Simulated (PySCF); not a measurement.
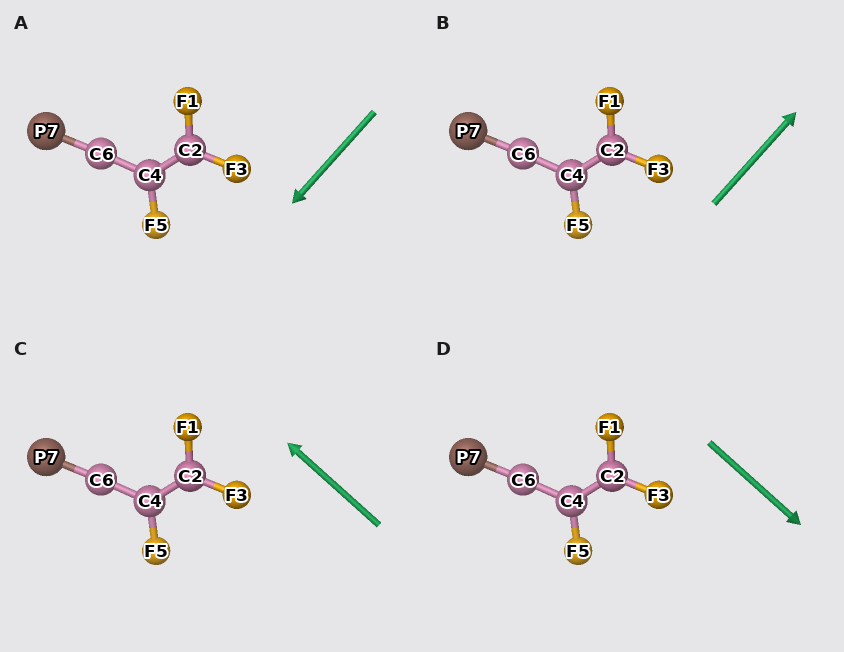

The same molecule four times, each with an arrow. Computed geometry: GFN2-xTB optimisation. No frequency run is at hand to confirm it as a minimum. Properties computed with CAM-B3LYP/def2-SVPD, gas phase (PySCF 2.14.0).

Which arrow points along the dipole moment, from the negative to the positive end?

C. The dipole moment is 1.23 D; it points from the side of F3 to the side of P7 (the outermost atoms at the two ends).

The geometry is semi-empirical. Around P such bond lengths and angles can be off by a tenth of an ångström or more and by several degrees, and values that hang on the shape move with them.
